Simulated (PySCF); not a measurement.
**C5H6F2 (SMILES C=C=C(C)C(F)F): density, localisation and related maps**

Input file:

```
{"job": {"kind": "nmr", "xc": "PBE0", "basis": "pcSseg-1"}, "charge": 0, "multiplicity": 1}
C      1.987308    -0.654855    -1.229711
C      0.927372    -0.315598    -0.573016
C     -0.139808     0.014784     0.095160
C     -0.951282    -0.937965     0.924968
C     -0.638629     1.436640     0.061797
F     -1.911774     1.497019    -0.413287
F     -0.691503     1.967552     1.312896
H      2.968798    -0.606050    -0.785663
H      1.936791    -1.002141    -2.249358
H     -0.980434    -0.592057     1.957752
H     -1.973400    -0.971672     0.549218
H     -0.521457    -1.934545     0.890188
H     -0.016370     2.099374    -0.558671
```

Command:

```sh
OMP_NUM_THREADS=1 python probes_run.py task.json out
```

Geometry: GFN2-xTB.

Method: PBE0/pcSseg-1, SCF density, gas phase, non-relativistic in PySCF 2.14.0.

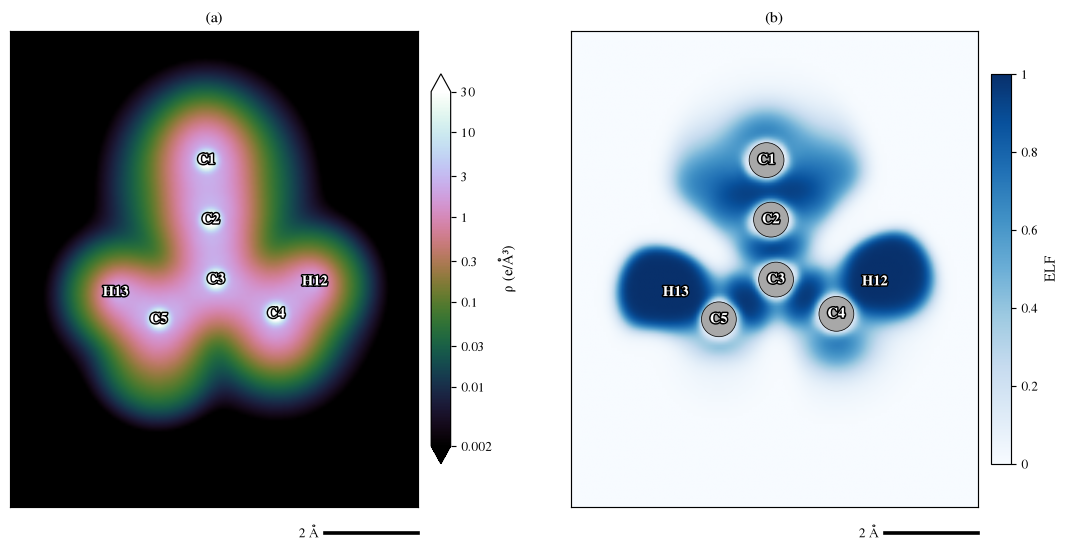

Figure 1. (a) electron density; (b) electron localisation function on the plane of atoms C3, C5 and H13. Grey discs cover the atomic cores in the ELF map.

> Describe what can be read from this map.

Atoms in the plane: C and H. C–C (1.29 Å): ρ is about 2.4 e/Å³ halfway; the ELF peaks at about 0.90 between the atoms: a short, multiple covalent bond. C–H (1.09 Å): ρ at the midpoint is about 2 e/Å³; the ELF climbs to about 1 towards the hydrogen, as it does in any bond to H: a covalent bond by its length.

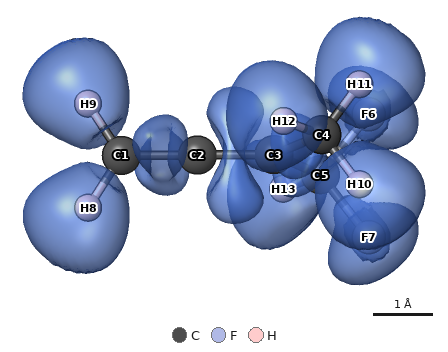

Figure 2. Isosurface of the ELF at 0.75 (blue), seen from one side. Core shells and regions of very low density are left out.

> What do the ELF domains correspond to?

At this value the surface marks out four regions between bonded C–C atoms (shared pairs), six regions around hydrogen nuclei and two regions on F in which the atom's valence shell and bonds are merged. Profiles from the grid: C–F (1.36 Å): the ELF peaks at about 0.85 between the atoms (a shared but strongly polarised pair).

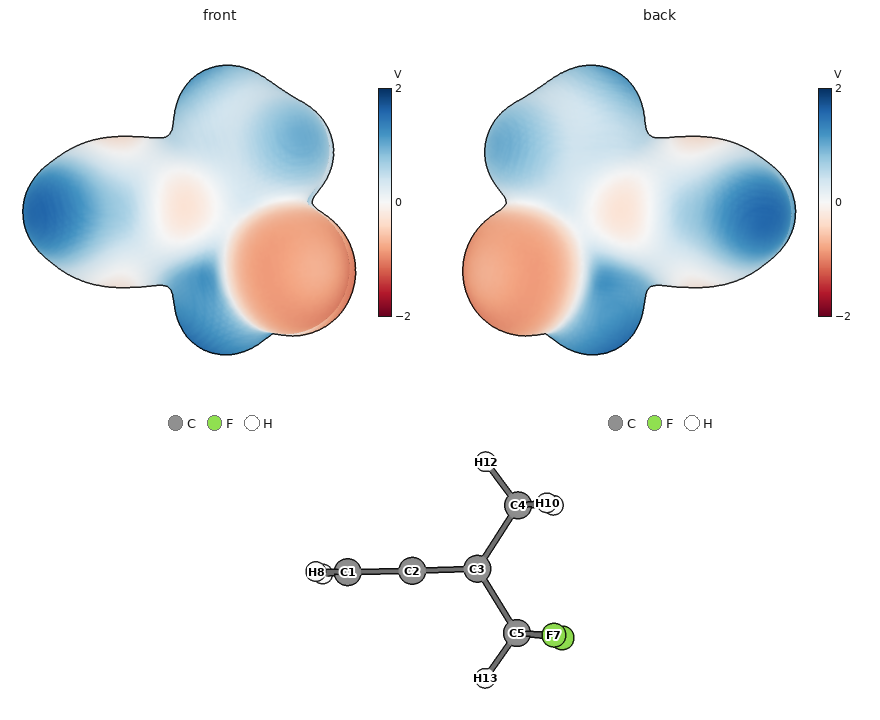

Figure 3. The molecular electrostatic potential painted on the density surface at 0.004 e/bohr³, seen from the front and from behind; red is negative and blue positive. The bare structure is drawn below in the same view.

> Describe the electrostatic potential map.

The most negative region (about −1.0 V, or −23 kcal/mol for a unit charge) lies over F6 and F7, the most positive (about +1.6 V, or +37 kcal/mol for a unit charge) over H8, H9 and H13.

> How polar is the molecule by this calculation?

Its dipole moment is 2.29 D.
